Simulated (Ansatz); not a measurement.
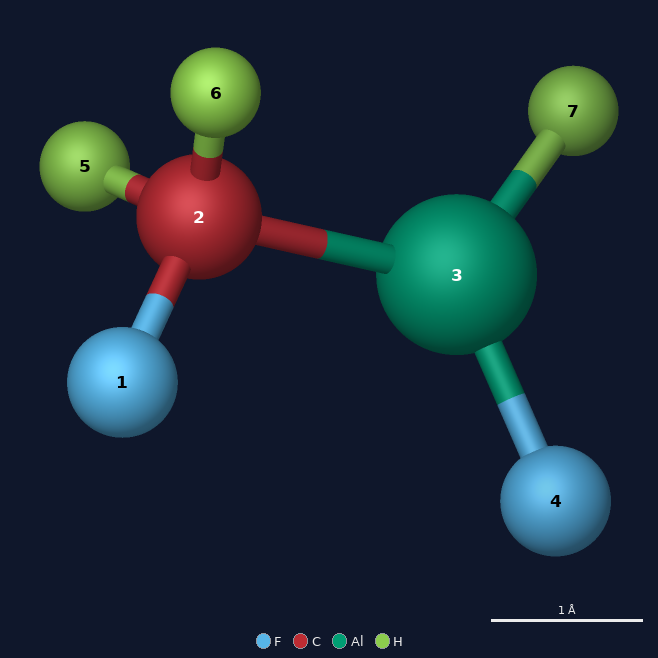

Numbered structure. The computed structure is the end point of a PBE0-D4/def2-TZVP optimisation.

Question: What is the geometry at C2?

Answer: C2 has 4 neighbours (F1 at 1.39, Al3 at 1.97, H5 at 1.10, H6 at 1.10 Å); the arrangement is tetrahedral.

Question: What is the geometry at Al3?

Answer: Al3 has 3 neighbours (C2 at 1.97, F4 at 1.65, H7 at 1.58 Å); the arrangement is trigonal planar.

Question: What is the dihedral angle F1–C2–Al3–F4?

Answer: 0° in size, that is syn (eclipsed).
